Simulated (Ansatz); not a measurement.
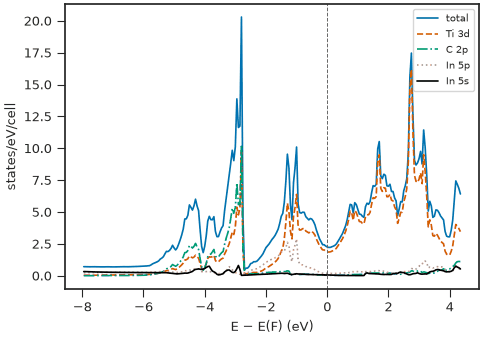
Total and projected density of states of Ti₂InC in space group P6_3/mmc (No. 194; Ti on 4f, In on 2d, C on 2a), r²SCAN in the plane-wave PAW code Ansatz

Problem. Which orbitals carry the states next to the Fermi level?

Solution. Within 0.5 eV of the Fermi level: Ti 3d 83 %, In 5p 9 %. Projections are on Löwdin-orthogonalised atomic valence shells; empty p or d shells of many metals are not among them.

Problem. Where is the tallest occupied peak in this window, and what makes it?

Solution. Near -2.8 eV, about 20 states/eV per cell; the largest projected share is C 2p.

The workflow started from a Materials Project entry (that database holds measured and hypothetical structures alike); the Crystallography Open Database copy checked does not list it. Its standing as an ambient phase is unchecked. Symmetry was held in the r²SCAN relaxation; its stability against distortions is not shown here. No spin polarisation was allowed. Spin–orbit coupling is left out wherever it is not named.

Potentials: the later of the program's two PAW sets.
